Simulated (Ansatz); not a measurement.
Cl$_{3}$OTa (SMILES [O]=[Ta]([Cl])([Cl])[Cl])

Input

```
crystal:
  periodic: [false, false, false]
  atoms:
    - {symbol: O, position_ang: [-0.851452, 0.089789, 1.537786]}
    - {symbol: Ta, position_ang: [-0.025048, -0.010517, 0.054626]}
    - {symbol: Cl, position_ang: [1.630251, -1.562077, 0.293886]}
    - {symbol: Cl, position_ang: [-1.535871, -0.646154, -1.532189]}
    - {symbol: Cl, position_ang: [0.832019, 2.055258, -0.395508]}
basis:
  gaussian: {orbitals: def2-TZVPP}
hamiltonian: {xc: pbe0, dispersion: d4}
output: {orbitals: {seedname: orbitals}}
```

Command:

```sh
ansatz run in.yaml --threads 4 --pin off --events-out ev --progress --plain --max-ram 10444MiB
```

Geometry: PBE0-D4/def2-TZVP; core potentials replace the inner electrons of Ta.

Level of theory: RKS PBE0-D4/def2-TZVPP (Ansatz).

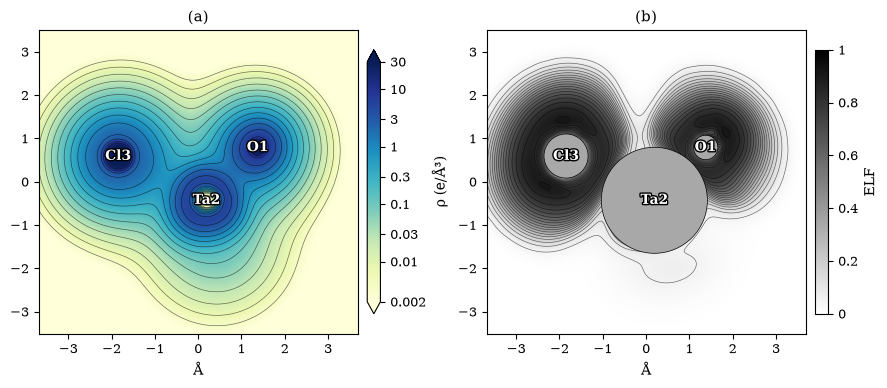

Figure 1. (a) electron density; (b) ELF on the plane of atoms O1, Ta2 and Cl3. Grey discs cover the atomic cores in the ELF map.

Interpret the plot.

Answer. Atoms in the plane: O, Ta and Cl. Ta–O (1.70 Å): ρ is about 1.8 e/Å³ halfway; the ELF peaks at about 0.80 in the valence shell of O, 0.5 Å from its nucleus, and drops to about 0.40 between the two atoms. Ta–Cl (2.28 Å): ρ is about 0.72 e/Å³ halfway; the ELF peaks at about 0.85 in the valence shell of Cl, 0.8 Å from its nucleus, and is about 0.40 at the midpoint.

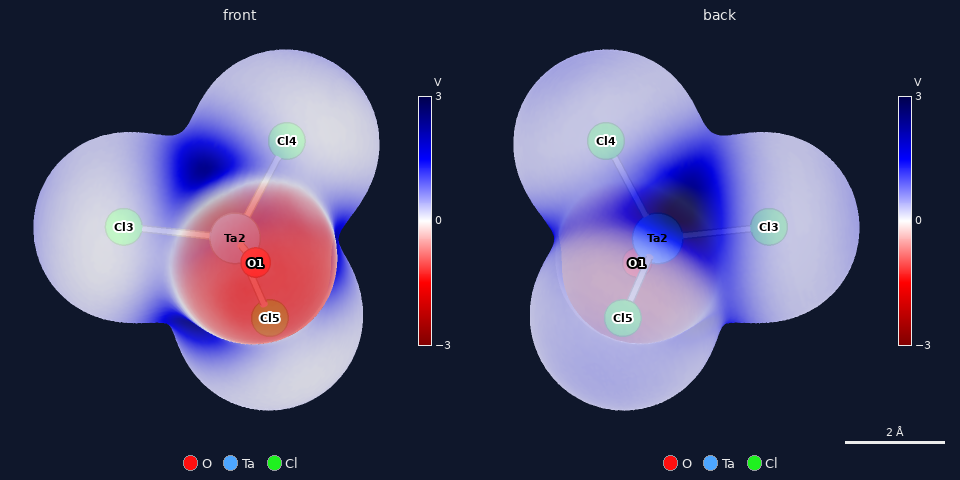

Figure 2. The molecular electrostatic potential painted on the density surface at 0.002 e/bohr³, seen from the front and from behind; the colour scale runs from red (negative) to blue (positive).

Which sites attract a positive test charge, and which a negative one?

Answer. A positive charge is drawn to the negative regions and a negative charge to the positive ones. The most negative region (about −1.2 V) lies over O1, the most positive (about +2.8 V) over Ta2. O1 is the likeliest acceptor of a hydrogen bond.

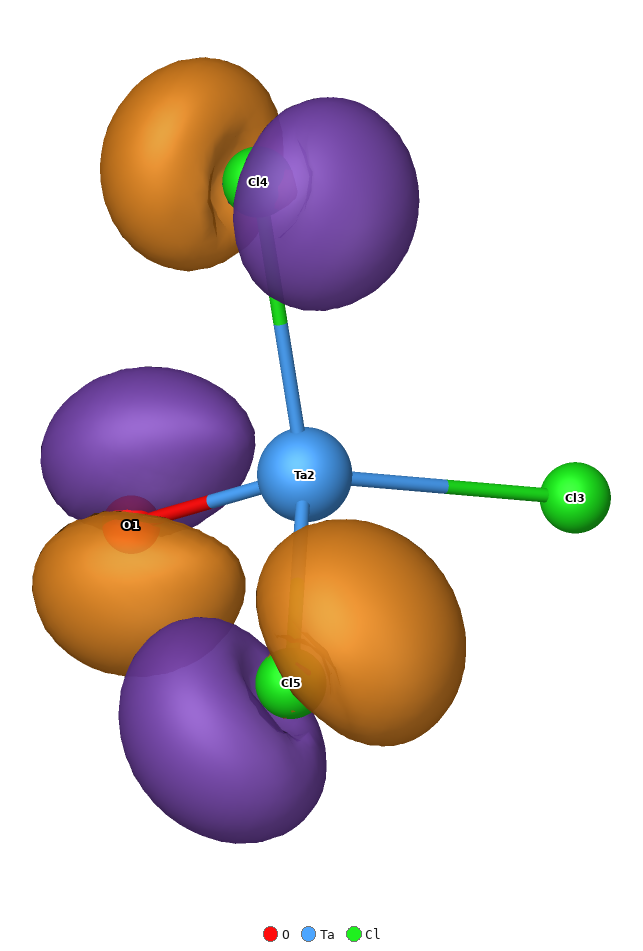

Figure 3. The HOMO at ±0.15 Å⁻³ᐟ² (orange and purple are the two phases), seen at an oblique angle.

Describe this orbital and give its energy.

Answer. By Hirshfeld shares it lies mainly on Cl5 (about 35 %), O1 (about 30 %), Cl4 (about 25 %) and Ta2 (about 10 %); largely a combination of lone pairs on Cl5, O1 and Cl4. It is one of a degenerate set, so its orientation is arbitrary. Its energy is −9.76 eV.
